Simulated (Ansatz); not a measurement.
B$_{2}$H$_{4}$N (doublet)

Input file:

```
crystal:
  periodic: [false, false, false]
  atoms:
    - {symbol: B, position_ang: [0.470426, -0.580127, 0.632856]}
    - {symbol: B, position_ang: [0.040699, 0.960028, -0.504547]}
    - {symbol: N, position_ang: [-0.723056, -0.064742, -0.090912]}
    - {symbol: H, position_ang: [-1.465484, -0.572314, -0.550749]}
    - {symbol: H, position_ang: [0.155761, 1.864970, -1.257176]}
    - {symbol: H, position_ang: [0.824499, -0.017257, 1.630364]}
    - {symbol: H, position_ang: [0.946617, -1.630548, 0.308100]}
basis:
  gaussian: {orbitals: def2-TZVPP}
magnetization: {spin_polarized: true, initial_magnetization: 1}
hamiltonian: {xc: pbe0, dispersion: d4}
output: {orbitals: {seedname: orbitals}}
```

Command:

```sh
ansatz run in.yaml --threads 2 --pin off --events-out ev --progress --plain --max-ram 4352MiB
```

Geometry: PBE0-D4/def2-TZVP.

Level of theory: UKS PBE0-D4/def2-TZVPP (Ansatz 0.2.0).

What will maps of the electron density, electron localisation function and spin density show?

B–N (1.34 Å): ρ at the midpoint is about 2.1 e/Å³; the ELF peaks at about 0.90 between the atoms (a short, strongly polar bond).
B–N (1.49 Å): ρ is about 1.6 e/Å³ halfway; the ELF peaks at about 0.90 between the atoms; a polar covalent bond.
B–H (1.18 Å): ρ is about 1.3 e/Å³ halfway; the ELF climbs to about 1 towards the hydrogen, as it does in any bond to H; an ordinary covalent bond to hydrogen.
The unpaired spin (1 electron) lies mostly on B2 (about 0.5), B1 (about 0.3) and N3 (about 0.1), in electrons by Hirshfeld's partition.

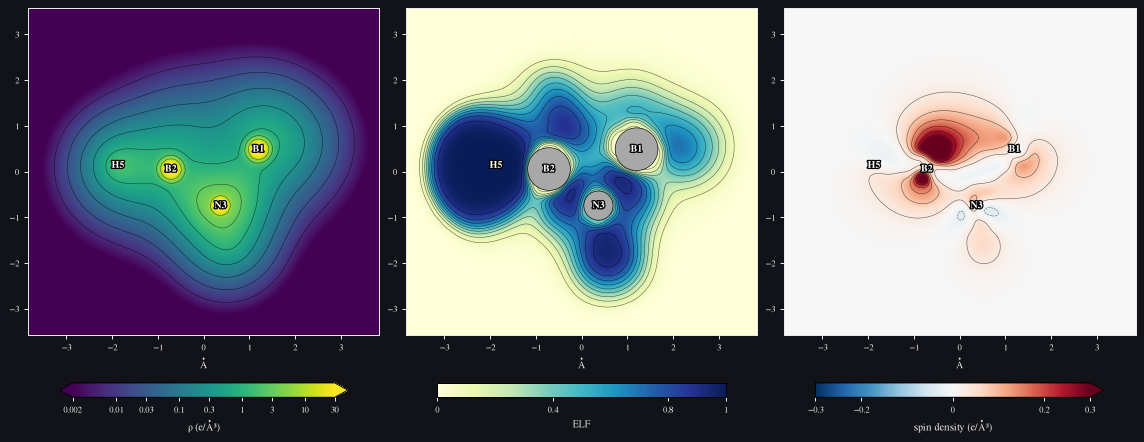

Computed electron density, electron localisation function and spin density on the plane of atoms B1, N3 and B2, in this order. Grey discs cover the atomic cores in the ELF map. 
